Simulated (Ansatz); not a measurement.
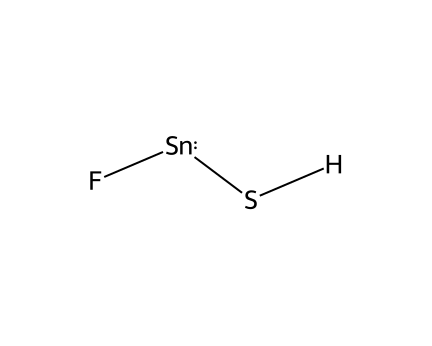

Skeletal drawing of a molecule.

**Write the SMILES.**

[F][Sn][SH]

**Give the formula, hydrogens included.**

FHSSn.

**An optimisation with PBE0-D4/def2-TZVP gave a structure of which point group?**

Cs.

The parts below concern this one geometry. Atoms keep their numbers from picture to picture. The geometry was computed by an optimisation with PBE0-D4/def2-TZVP.

**Vibrations**

Harmonic vibrations computed with RKS PBE0-D4/def2-TZVP, core potentials on Sn (Ansatz 0.2.0) at a stationary point of the same level.

**How many vibrational modes are there, and where do they lie?**

6 modes: 157, 327, 343, 566, 598, 2701 cm⁻¹.

**Levels of theory compared**

Program: Ansatz 0.2.0.

Tabulate dipole (D), vertical IP (eV), HOMO–LUMO gap (eV) at these levels: B3LYP-D4/def2-TZVPP; PBE-D4/def2-TZVPP; r2SCAN-D4/def2-TZVPP; ωB97M-V/def2-TZVPP.

```
               level  dipole (D)  vertical IP (eV)  HOMO–LUMO gap (eV)
 B3LYP-D4/def2-TZVPP        2.35              9.73                4.51
   PBE-D4/def2-TZVPP        2.11              9.53                3.22
r2SCAN-D4/def2-TZVPP        2.13              9.65                3.56
  ωB97M-V/def2-TZVPP        2.37              9.74                8.68
```

**Thermal motion**

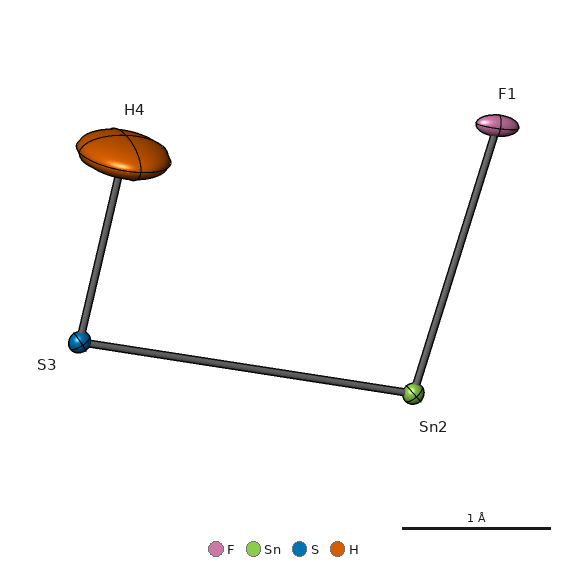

Displacement ellipsoids at the 50 % level, from the internal vibrations of the free molecule (harmonic, no overall translation or rotation; no half-axis is drawn under 0.075 Å). Vibrations computed with RKS PBE0-D4/def2-TZVP, core potentials on Sn (Ansatz 0.2.0). Temperature: 298 K.

List U_eq and the three principal root-mean-square amplitudes for each kind of atom.

```
atom  U_eq (Å²)   rms amplitudes (Å)
  F1     0.0038  0.010, 0.039, 0.099
 Sn2    0.00015  0.002, 0.009, 0.019
  S3     0.0013  0.009, 0.036, 0.051
  H4     0.0405  0.087, 0.202, 0.270
```
